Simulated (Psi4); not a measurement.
**A workflow on AsH2 (SMILES [AsH2])**

Aim: a geometry optimisation (UB3LYP-D3(BJ)/def2-TZVP), then vibrational wavenumbers of AsH2. 

The calculation is run with Psi4 1.11.

### 1 The molecule

The species is AsH2 (3 atoms), meant as a doublet with charge 0. As SMILES, `[AsH2]`. Geometry: relaxed at PBE0-D4/def2-TZVP. The run starts from this shape.

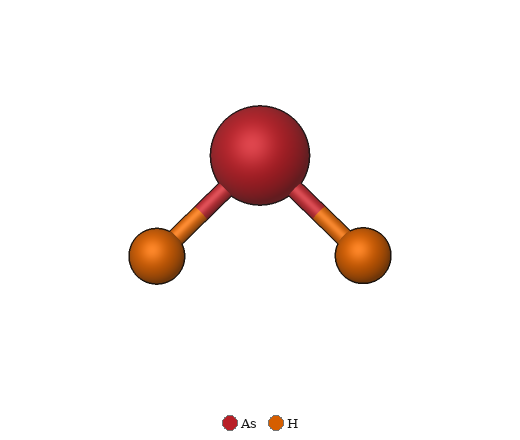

The structure, seen from a chosen angle (arsenic red, hydrogen orange).

### 2 A structure relaxation at UB3LYP-D3(BJ)/def2-TZVP (density fitting) (run 1)

job.dat

```
memory 1600 MB

molecule molecule1 {
  0 2
  As
  H 1 1.526345
  H 1 1.526354 2 90.69861
}

set globals {
  reference    uks
  geom_maxiter 60
}

e = optimize("b3lyp-d3(bj)/def2-TZVP")
print_variables()
```

The run is started by

```console
$ psi4 -n 1 job.dat job.out
```

job.out, cut to the lines that bear on the results:

```text
[...]
  Running in cs symmetry.
[...]
  Nuclear repulsion =   23.125516259395312
[...]
  Multiplicity = 2
[...]
  Nalpha       = 18
  Nbeta        = 17
[...]
    Number of basis functions: 60
[...]
   @DF-UKS iter   1: -2235.80236652179701   -1.95518e+00   6.07370e-02 ADIIS/DIIS
[...]
   @DF-UKS iter   7: -2237.08502388237230   -1.81899e-12   4.88659e-09 DIIS
[...]
   @S^2 Observed:                7.532101816E-01
[...]
    Orbital Energies [Eh]
    ---------------------
    Alpha Occupied:
       1Ap  -425.863844     2Ap   -53.845503     1App  -48.134797
       3Ap   -48.132657     4Ap   -48.131644     5Ap    -6.996944
       2App   -5.057815     6Ap    -5.053401     7Ap    -5.050066
       8Ap    -1.645545     3App   -1.644645     4App   -1.641940
       9Ap    -1.640743    10Ap    -1.638697    11Ap    -0.629220
      12Ap    -0.369416    13Ap    -0.308032     5App   -0.239173
    Alpha Virtual:
      14Ap     0.011651    15Ap     0.022665    16Ap     0.164914
      17Ap     0.193722    18Ap     0.206230     6App    0.206680
       7App    0.210624    19Ap     0.293983     8App    0.298416
[...]
  @DF-UKS Final Energy: -2237.08502388237230
   => Energetics <=
    Nuclear Repulsion Energy =             23.0615239529807816
    One-Electron Energy =               -3161.2294961106335904
    Two-Electron Energy =                 968.4815987435861189
    DFT Exchange-Correlation Energy =     -67.3969990852426690
    Empirical Dispersion Energy =          -0.0016513830625074
    VV10 Nonlocal Energy =                  0.0000000000000000
    Total Energy =                      -2237.0850238823722975
[...]
 Multipole Moments:
 ------------------------------------------------------------------------------------
     Multipole            Electronic (a.u.)      Nuclear  (a.u.)        Total (a.u.)
 ------------------------------------------------------------------------------------
 L = 1.  Multiply by 2.5417464519 to convert [e a0] to [Debye]
 Dipole X            :          1.5117819           -1.5661293           -0.0543474
 Dipole Y            :          1.4908355           -1.5444286           -0.0535931
 Dipole Z            :          0.0000000            0.0000000            0.0000000
 Magnitude           :                                                    0.0763273
[...]
  -Total Gradient:
     Atom            X                  Y                   Z
    ------   -----------------  -----------------  -----------------
       1        0.000127331983     0.000125961087     0.000000000000
       2        0.000036302769    -0.000166071903     0.000000000000
       3       -0.000165157714     0.000038607495     0.000000000000
[...]
    Final optimized geometry and variables:
    Molecular point group: cs
    Full point group: Cs
    Geometry (in Angstrom), charge = 0, multiplicity = 2:
    AS
    H             1    1.530571
    H             1    1.530570      2   90.799476
  Variable Map:
  ----------------------------------------------------------------------------
  "B3LYP-D3(BJ) DISPERSION CORRECTION ENERGY" =>      -0.001651383063
  "CURRENT ENERGY"                            =>   -2237.085023882372
  "CURRENT REFERENCE ENERGY"                  =>   -2237.085023882372
  "DD SOLVATION ENERGY"                       =>       0.000000000000
  "DFT FUNCTIONAL TOTAL ENERGY"               =>   -2237.083372499310
[...]
```

Standard output:

```text
Optimizer: Optimization complete!
```

It took 6.9 s on 1 thread of Intel Xeon 6975P-C (Granite Rapids), shared host; peak memory 0.36 GiB.

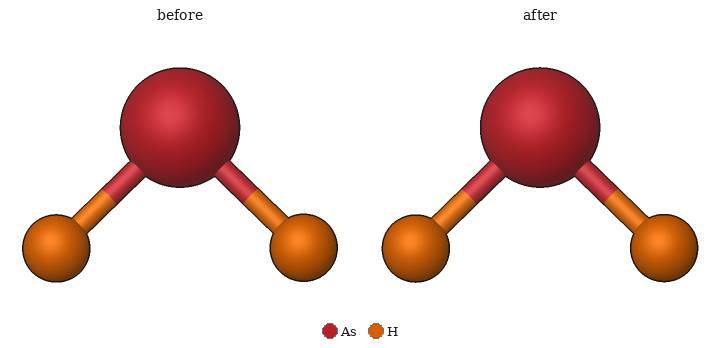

Before and after, at one scale.

After the run. Bond lengths: As1–H2 1.531 Å, As1–H3 1.531 Å. Angles: H2–As1–H3 90.8°.

### 3 Vibrational wavenumbers at UB3LYP-D3(BJ)/def2-TZVP (density fitting) (run 2)

job.py

```python
import psi4

psi4.set_memory('1600 MB')
psi4.set_num_threads(1)
psi4.set_output_file('ash2.out', False)

m = psi4.geometry("""
0 2
As    -1.08346125     0.61883995    -0.51930241
H      1.29228732     1.50624967     0.87140752
H     -0.20420381    -2.13144855    -0.35031932
units au
""")

psi4.set_options({
    'basis': 'def2-TZVP',
    'reference': 'uks',
    't': 298.15,
    'rotational_symmetry_number': 2,
})

E, wfn = psi4.frequencies('b3lyp-d3bj', return_wfn=True)
print(f'total energy {E:.8f} hartree = {E * 27.211386:.5f} eV')
print('wavenumbers / cm^-1:', wfn.frequencies().np.round(1))
for k in ('ZPVE', 'ENTHALPY', 'GIBBS FREE ENERGY'):
    print(f'{k}: {psi4.variable(k):.8f} Eh')
```

The run is started by

```console
$ python job.py
```

ash2.out, cut to the lines that bear on the results:

```text
[...]
  Running in cs symmetry.
[...]
  Nuclear repulsion =   23.061526101119078
[...]
  Multiplicity = 2
[...]
  Nalpha       = 18
  Nbeta        = 17
[...]
    Number of basis functions: 60
[...]
   @DF-UKS iter   1: -2235.80158094359831   -1.95845e+00   6.07418e-02 ADIIS/DIIS
[...]
  Running in c1 symmetry.
[...]
   @DF-UKS iter  11: -2237.08502387983890   -2.27374e-12   2.58670e-09 DIIS
[...]
   @S^2 Observed:                7.532101931E-01
[...]
  @DF-UKS Final Energy: -2237.08502387983890
   => Energetics <=
    Nuclear Repulsion Energy =             23.0615088307516416
    One-Electron Energy =               -3161.2294659956792202
    Two-Electron Energy =                 968.4815834573319080
    DFT Exchange-Correlation Energy =     -67.3969987892990190
    Empirical Dispersion Energy =          -0.0016513829442391
    VV10 Nonlocal Energy =                  0.0000000000000000
    Total Energy =                      -2237.0850238798389000
[...]
  -Total Gradient:
     Atom            X                  Y                   Z
    ------   -----------------  -----------------  -----------------
       1       -0.000159363430     0.000082373422     0.000000000583
       2        0.000147102186     0.000085958046    -0.000000246387
       3        0.000014160834    -0.000169316551     0.000000245802
[...]
  ==> Harmonic Vibrational Analysis <==
[...]
  Freq [cm^-1]                1007.2725           2156.7905           2166.4696
[...]
  IR activ [km/mol]            17.1784             102.2150            121.0486
[...]
  Total E_0, Enthalpy at 0 [K]                                                        -2237.07288003 [Eh]
[...]
  Total H, Enthalpy at  298.15 [K]                                                    -2237.06906689 [Eh]
[...]
  Total G, Gibbs energy at  298.15 [K]                                                -2237.09464596 [Eh]
[...]
```

Standard output:

```text
total energy -2237.08502388 hartree = -60874.18410 eV
wavenumbers / cm^-1: [1007.3 2156.8 2166.5]
ZPVE: 0.01214385 Eh
ENTHALPY: -2237.06906689 Eh
GIBBS FREE ENERGY: -2237.09464596 Eh
```

Wall time 29 s (1 thread of Intel Xeon 6975P-C (Granite Rapids), shared host); peak memory 0.39 GiB.

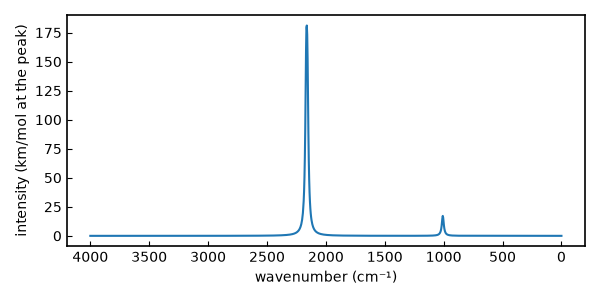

Harmonic infrared spectrum, unscaled, lines broadened by 10 cm⁻¹.

### 4 Outcome

| quantity | value |
| --- | --- |
| run 1, UB3LYP-D3(BJ)/def2-TZVP: total energy at the end | -2237.08502 Eh |
| run 1, UB3LYP-D3(BJ)/def2-TZVP: dipole moment | 0.19 D |
| run 1, UB3LYP-D3(BJ)/def2-TZVP: HOMO energy (highest over α and β) | -6.51 eV |
| run 1, UB3LYP-D3(BJ)/def2-TZVP: LUMO energy (lowest over α and β) | -3.47 eV |
| run 1, UB3LYP-D3(BJ)/def2-TZVP: dispersion energy | -4.34 kJ/mol |
| run 1, UB3LYP-D3(BJ)/def2-TZVP: ⟨S²⟩ | 0.753 |
| run 2, UB3LYP-D3(BJ)/def2-TZVP: lowest harmonic wavenumber | 1007 cm⁻¹ |
| run 2, UB3LYP-D3(BJ)/def2-TZVP: highest harmonic wavenumber | 2166 cm⁻¹ |
| run 2, UB3LYP-D3(BJ)/def2-TZVP: zero-point energy | 31.9 kJ/mol |
| run 2, UB3LYP-D3(BJ)/def2-TZVP: ideal-gas entropy at 298.15 K (symmetry number 2 as used) | 53.8 cal/(mol K) |

In words: The optimisation (run 1, UB3LYP-D3(BJ)/def2-TZVP) took 2 steps and changed the energy by -0.000 eV. All 3 modes are real, so the shape is a minimum at this level.
